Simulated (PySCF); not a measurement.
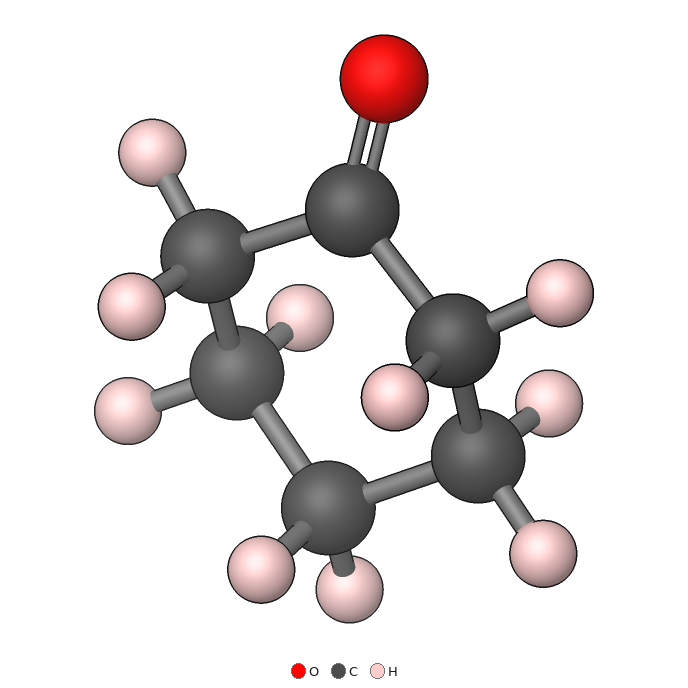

Rendered structure (ball-and-stick style).

Computed geometry: PBE0-D3(BJ)/def2-SVP optimisation. No frequency run is at hand to confirm it as a minimum.

Give the formula.

C6H10O, 17 atoms: 6 carbon, 10 hydrogen and 1 oxygen.

Does it have rings?

Independent rings (smallest set): 1 of 6 members.

Name some functional groups or characteristic bonds that it holds.

Among them: ketone.

What is the point group of this geometry?

Cs.

More results for the same structure follow; atom numbers are the same in all pictures, views and colours differ.

Dipole moment

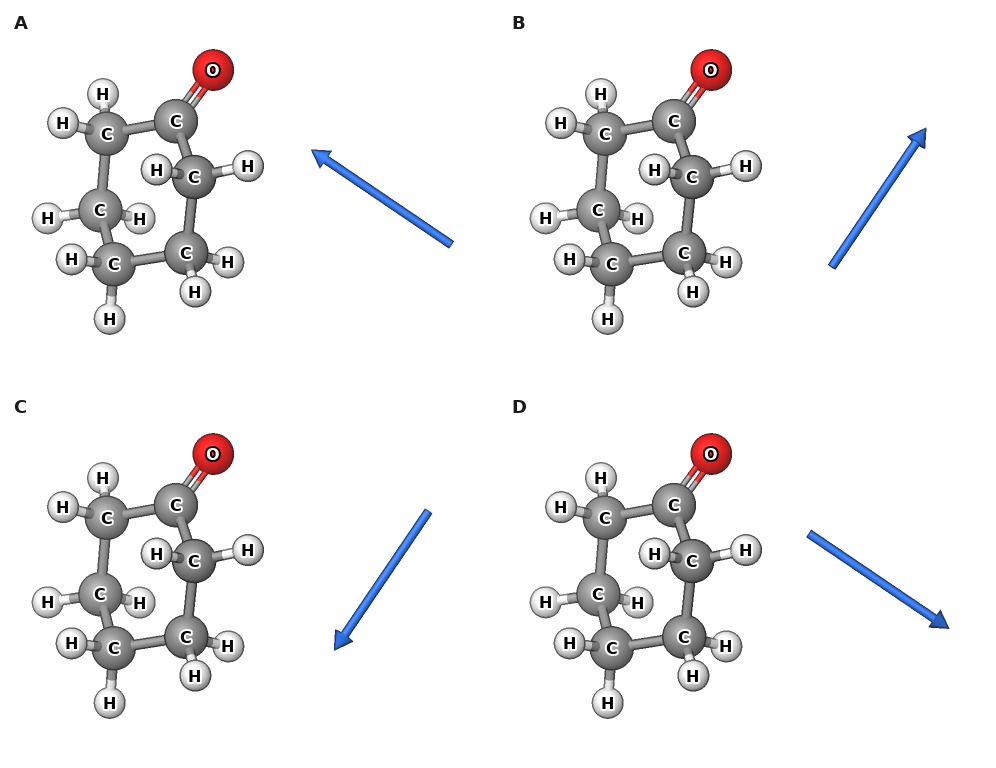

The same molecule four times, each with an arrow. No frequency run is at hand to confirm it as a minimum. Properties computed with B3LYP/pcJ-1, gas phase (PySCF 2.14.0).

Which arrow points along the dipole moment, from the negative to the positive end?

C. The dipole moment is 3.22 D.

NMR shielding

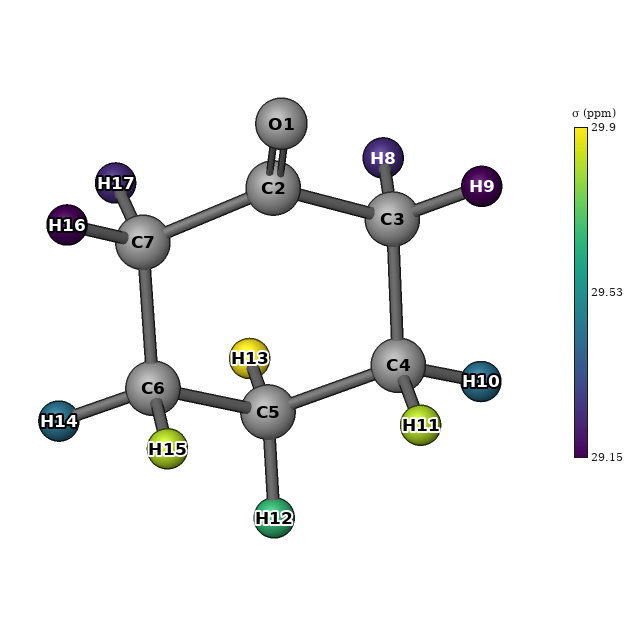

Atoms are coloured by their isotropic NMR shieldings (H only, the others grey). No frequency run is at hand to confirm it as a minimum. Level of theory: GIAO mPW1PW91/pcSseg-1 NMR shielding, non-relativistic, gas phase (PySCF 2.14.0).

List the isotropic NMR shieldings of the H atoms.

```json
{"atom": "H8", "σ (ppm)": "29.25"}
{"atom": "H9", "σ (ppm)": "29.15"}
{"atom": "H10", "σ (ppm)": "29.43"}
{"atom": "H11", "σ (ppm)": "29.82"}
{"atom": "H12", "σ (ppm)": "29.65"}
{"atom": "H13", "σ (ppm)": "29.90"}
{"atom": "H14", "σ (ppm)": "29.43"}
{"atom": "H15", "σ (ppm)": "29.82"}
{"atom": "H16", "σ (ppm)": "29.15"}
{"atom": "H17", "σ (ppm)": "29.25"}
```

Core levels

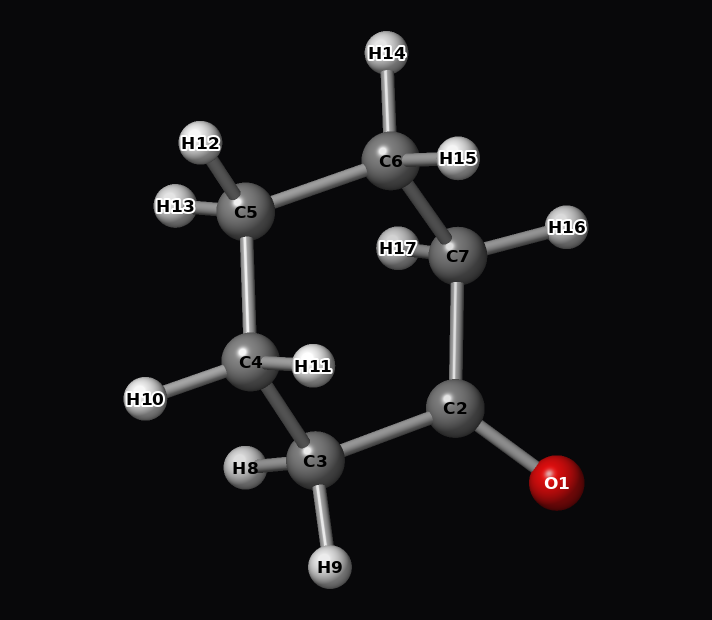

No frequency run is at hand to confirm it as a minimum. Properties computed with delta-SCF UKS SCAN, pcX-2 on the ionised atom, pcseg-1 elsewhere, spin-free X2C (PySCF 2.14.0).

Give the core-electron binding energies (to vacuum) of O1 1s, C2 1s, C3 1s, C4 1s, C5 1s.

```json
{"atom": "O1", "level": "1s", "binding energy (eV)": "537.4"}
{"atom": "C2", "level": "1s", "binding energy (eV)": "293.1"}
{"atom": "C3", "level": "1s", "binding energy (eV)": "290.8"}
{"atom": "C4", "level": "1s", "binding energy (eV)": "290.9"}
{"atom": "C5", "level": "1s", "binding energy (eV)": "290.8"}
```
